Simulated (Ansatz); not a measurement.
H5C2Cl: several calculations on one system

Part 1: Relaxation

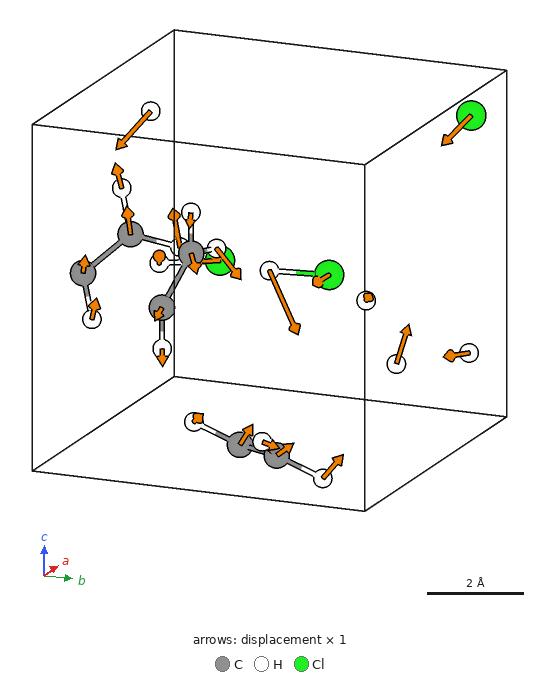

A relaxation of an amorphous cell of composition H$_{5}$C$_{2}$Cl. The starting structure is drawn; orange arrows show the displacements, at their true length.

A ball-and-stick model of the cell of the calculation (origin shifted), seen from a free direction.

The cell holds 3 C2H4 + 3 HCl. The run prepares the start of a later molecular dynamics calculation, from a guessed geometry.

The calculation used DFT PBE-D3(BJ), scalar-relativistic, plane waves, PAW in Ansatz 0.2.0. Settings: plane-wave cutoff 420 eV; k-point mesh 1 × 1 × 1; occupations fermi dirac; smearing width 0.02 eV; no spin polarisation; atoms relaxed in a fixed cell; force threshold 0.3 eV/Å; at most 15 steps.

**Which element moves most?**

Hydrogen: up to 1.84 Å, against 0.99 Å for chlorine.

**What happened in the run?**

The energy falls by 35.7 meV per atom in 14 accepted moves (15 points after the start). Largest force component: 0.83 eV/Å at the start, 0.17 eV/Å at the end. 1 step only repeated the SCF at the same geometry. The forces were under the threshold at step 8, but the run went on from there. An H atom moves most: 1.84 Å along [−1 1 −1]. By element the largest moves are H 1.84 Å, Cl 0.99 Å, C 0.72 Å. The lattice vectors keep their values. Among the contacts that change: Cl–H 1.280 → 1.318 Å, C–H 1.085 → 1.095 Å. Cost: 38 s on 1 thread of Arm Neoverse V1, on a shared host, peak memory 0.41 GiB.

Limits of the set-up: the program's low-accuracy preset was used; the periodic images lie only 7.6 Å apart, so the values are limited by the cell's size.

Part 2: Dynamics

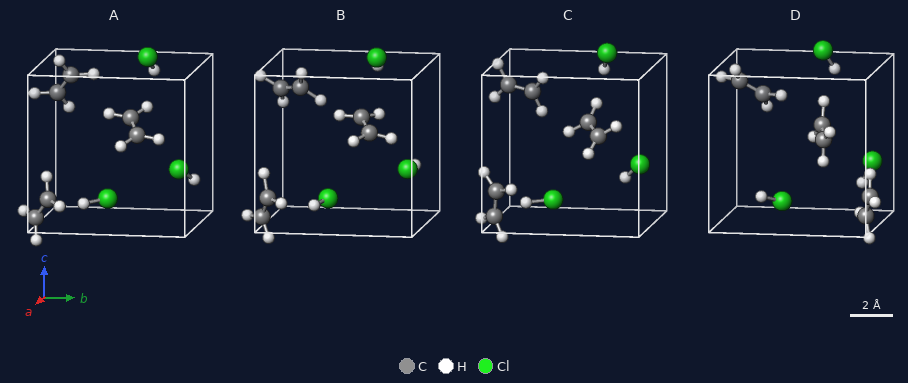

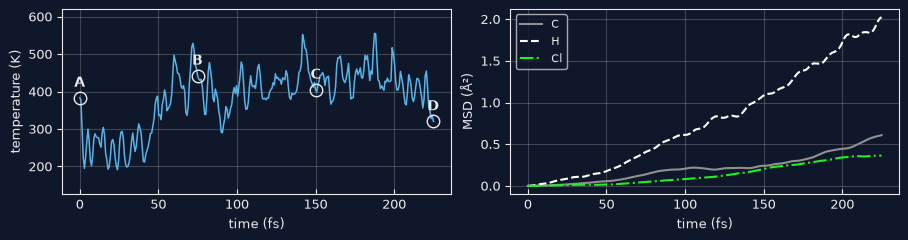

First-principles dynamics of a periodic cell with 3 C2H4 + 3 HCl at 0.732 g/cm³, 225 fs long. Frames (A at 0 fs, B at 75 fs, C at 150 fs, D at 225 fs) and the history of the run. A ball-and-stick model of the simulation cell, seen slightly off an axis. Atoms that leave the cell re-enter on the other side.

The calculation used DFT PBE-D3(BJ), scalar-relativistic, plane waves, PAW in Ansatz 0.2.0. Run with plane-wave cutoff 420 eV; k-point mesh 1 × 1 × 1; Fermi-Dirac smearing 0.02 eV; low-accuracy preset; Langevin thermostat (NVT); set temperature 400 K; time step 0.75 fs; friction 0.02 per fs.

Question: What happens in this trajectory?

Answer: In the second half of the run the atoms are, in the root-mean-square, this far from where they began (common drift taken out): H 1.14 Å, C 0.58 Å, Cl 0.50 Å. The heavy atoms stay within a fraction of a molecule's size of their starting places, while the hydrogen atoms travel further, as molecules turn; so short a run doesn't tell a liquid from a solid. Over the second half the temperature averages 429 K (spread ±43 K). The potential energy in the second half lies on average 39.5 meV per atom above the first frame.

Limits of the set-up: the program's low-accuracy preset was used; the periodic images lie only 7.6 Å apart, so the values are limited by the cell's size.

Part 3: Dynamics

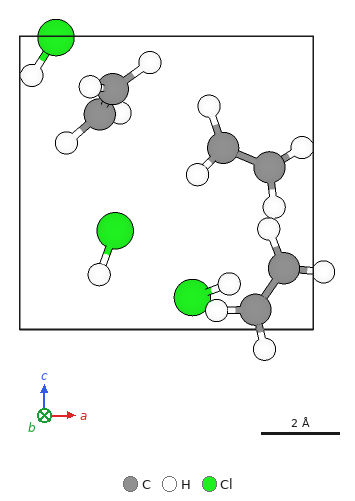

Starting frame of a dynamics run of a periodic cell with 3 C2H4 + 3 HCl at 0.732 g/cm³. It starts from the last geometry of an earlier run, with fresh velocities. Style: ball-and-stick. Shown: the simulation cell, along the b axis.

All numbers below come from DFT PBE-D3(BJ), scalar-relativistic, plane waves, PAW (Ansatz).

Input file:
```yaml
accuracy: low
crystal:
  lattice:
    - [7.599561, 0.0, 0.0]
    - [0.0, 7.599561, 0.0]
    - [0.0, 0.0, 7.599561]
  atoms:
    - { symbol: C, position: [0.8966741, 0.02649536, 0.20470895] }
    - { symbol: C, position: [0.79931072, -0.01687809, 0.06339258] }
    - { symbol: H, position: [0.84469202, 0.01819495, 0.33874442] }
    - { symbol: H, position: [1.0315633, 0.08187667, 0.19235913] }
    - { symbol: H, position: [0.66707984, -0.07718757, 0.06059934] }
    - { symbol: H, position: [0.83027887, 0.01079514, -0.07148685] }
    - { symbol: C, position: [0.2685594, 0.23308934, 0.72946865] }
    - { symbol: C, position: [0.31299979, 0.09107357, 0.81554712] }
    - { symbol: H, position: [0.15486401, 0.23888664, 0.63195637] }
    - { symbol: H, position: [0.33787494, 0.36199044, 0.73411639] }
    - { symbol: H, position: [0.23613068, -0.03620965, 0.82356265] }
    - { symbol: H, position: [0.43957057, 0.08710839, 0.90587165] }
    - { symbol: C, position: [0.84703803, 0.72164938, 0.54877324] }
    - { symbol: C, position: [0.68923748, 0.68448016, 0.6151346] }
    - { symbol: H, position: [0.95818222, 0.78103861, 0.61614579] }
    - { symbol: H, position: [0.86319999, 0.72231369, 0.41290201] }
    - { symbol: H, position: [0.64123418, 0.68723865, 0.75734398] }
    - { symbol: H, position: [0.60195282, 0.61437362, 0.52367389] }
    - { symbol: Cl, position: [0.32119097, 0.93941545, 0.33246457] }
    - { symbol: H, position: [0.26662166, 0.86469758, 0.18287349] }
    - { symbol: Cl, position: [0.11934935, 0.5888702, 0.99127416] }
    - { symbol: H, position: [0.03710439, 0.64837006, 0.86218043] }
    - { symbol: Cl, position: [0.58446359, 0.41096904, 0.10491124] }
    - { symbol: H, position: [0.71006007, 0.30091365, 0.15131267] }
basis:
  ecutwfc: 420.0
kpoints:
  mp_grid: { grid: [1, 1, 1] }
hamiltonian:
  xc: pbe
  dispersion: d3bj
scf:
  occupations: { method: fermi_dirac, width: 0.02 }
  lower_state_search: "off"
md:
  timestep: 0.5
  n_steps: 400
  ensemble: npt_langevin
  temperature: 400.0
  initial_velocities: maxwell_boltzmann
  seed: 936134
  friction: 0.01
  pressure: 1.0
  fix_cell: [shape]
```

Run as
```bash
ansatz run input.yaml --threads 1 --pin off --max-ram 3072MiB --backend cpu --events-out ev --progress --plain --runs-dir out
```

**What does the trajectory do?**

The mean temperature in the second half is 461 K (standard deviation 47 K). The potential energy in the second half lies on average 10.1 meV per atom above the first frame. The mean pressure there is 1.1 GPa. The volume ends −19.0 % from the start. In the second half of the run the atoms are, in the root-mean-square, this far from where they began (common drift taken out): H 1.04 Å, Cl 0.70 Å, C 0.55 Å. The heavy atoms stay within a fraction of a molecule's size of their starting places; so short a run doesn't tell a liquid from a solid.

Along the run (each row but the first and the last is the mean over the interval that it begins):

```
time (fs)  potential energy (meV/atom)  T (K)  p (GPa)
      0.0                          0.0    383     -0.6
     25.0                         -0.7    404      0.3
     50.0                         13.0    398      0.8
     75.0                          9.3    489      1.1
    100.0                         11.6    468      1.4
    125.0                         15.4    432      1.2
    150.0                         10.5    453      1.0
    175.0                          3.3    489      0.9
    200.0                         -2.1    538      0.2
```

The paths of the atoms:

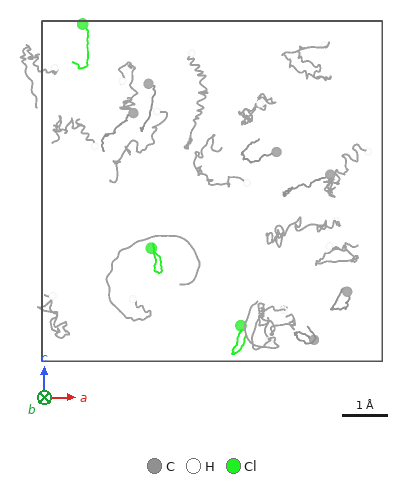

Limits of the set-up: the program's low-accuracy preset was used; the periodic images lie only 7.6 Å apart, so the values are limited by the cell's size.

The run took 13 min on 1 thread of Arm Neoverse V1 (shared host), peak memory 0.45 GiB.
